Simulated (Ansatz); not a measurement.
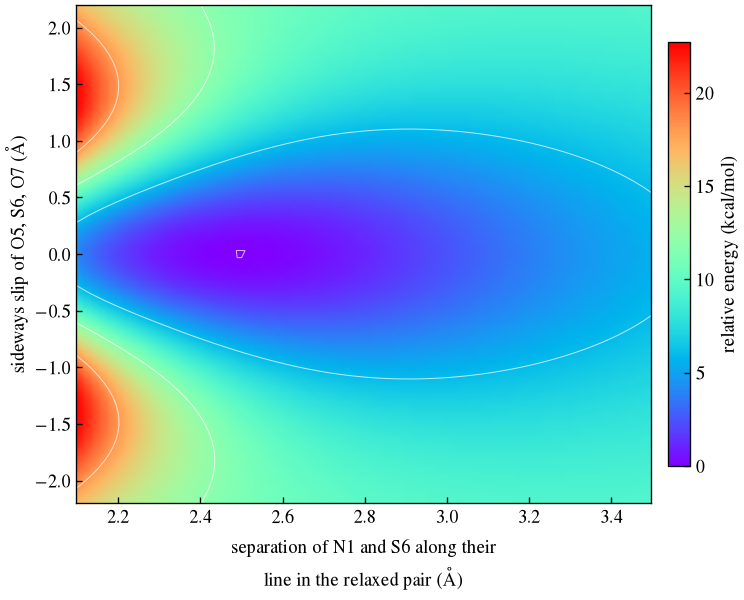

The pair H₃N···O₂S. 
- Coordinates scanned: (1) separation of N1 and S6 along their line in the relaxed pair; (2) sideways slip of O5, S6, O7.
- Nothing is relaxed (both partners rigid).
- The grid has 15 × 15 points.
- Points are written as (first, second).
- Energies: kcal/mol, counted from the lowest grid point.
- Method: RKS PBE0-D4/def2-SVPD (Ansatz 0.2.0).

In the figure: a smooth colour map with a few white contour lines. Between grid points the surface is interpolated.

The lowest grid point is at (2.525 Å, 0.000 Å). It is the only kind of minimum in the scanned range. The highest grid point, (2.097 Å, −1.257 Å), lies 22.7 kcal/mol above the lowest. Round the minimum the two coordinates are nearly uncoupled.

The level of theory is changed to RHF/def2-SVPD in Ansatz 0.2.0; with it change the reference geometry, relaxed at the new level; the new grid has 15 × 15 points.

How does the landscape change?

The minimum (interpolated where it lies between grid points) moves from about (2.497 Å, 0.000 Å) to about (2.807 Å, 0.000 Å). The curvature at the minimum changes from about 1.5 to 0.74 eV/Å² along the first coordinate and from about 0.95 to 0.48 eV/Å² along sideways slip of O5, S6, O7.

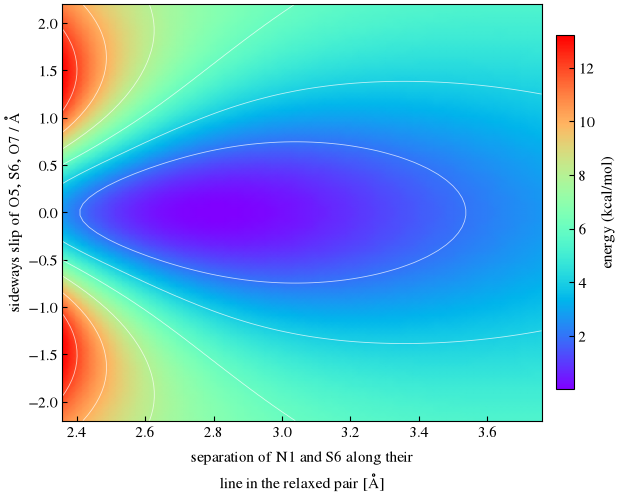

The map after the change, on a colour scale of its own. The picture shows a smooth colour map with a few white contour lines. Between grid points the surface is interpolated.
